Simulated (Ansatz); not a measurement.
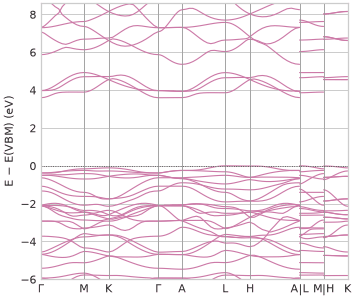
Figure: Band structure from plane-wave PAW r²SCAN+D4 (Ansatz code)

Read off the gap and where the band edges lie.

About 3.6 eV (3.60 eV by a search for the band edges); maximum at L, minimum at Γ.

The material is TaTlP2O8 in space group P-3m1 (No. 164; Pearson symbol hP12).

The workflow started from a Materials Project entry (that database holds measured and hypothetical structures alike); the Crystallography Open Database copy checked does not list it. Its standing as an ambient phase is unchecked. The cell was relaxed with r²SCAN+D4 under the symmetry of its start; its stability against distortions is not shown here. The run is not spin-polarised. Spin–orbit coupling is left out wherever it is not named.

Potentials: the later of the program's two PAW sets.
